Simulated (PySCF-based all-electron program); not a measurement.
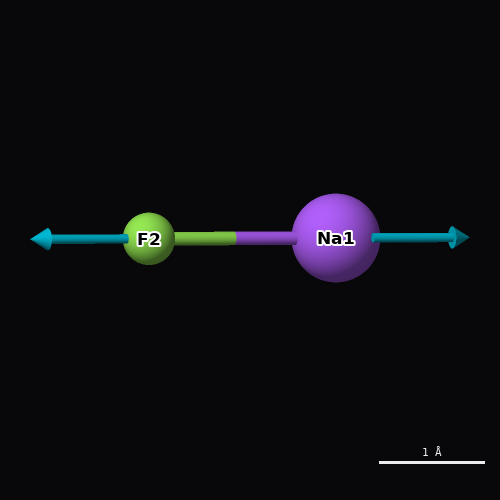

Arrows show the forces on the atoms, 5 Å of arrow for 1 eV/Å; forces under a tenth of the largest aren't drawn. Level of theory: PBE, all-electron, scalar-relativistic (X2C), large uncontracted Gaussian sets (PySCF-based all-electron program).

**Which bond do the forces act along most?**

Na1–F2, now 1.930 Å: the forces push its atoms apart, so a first step downhill lengthens it.

List the force components in the frame of the picture (x right, y up, z towards the viewer), in eV/Å.

| atom | Fx | Fy | Fz |
| --- | --- | --- | --- |
| Na1 | 0.19 | 0.00 | −0.07 |
| F2 | −0.19 | 0.00 | 0.07 |
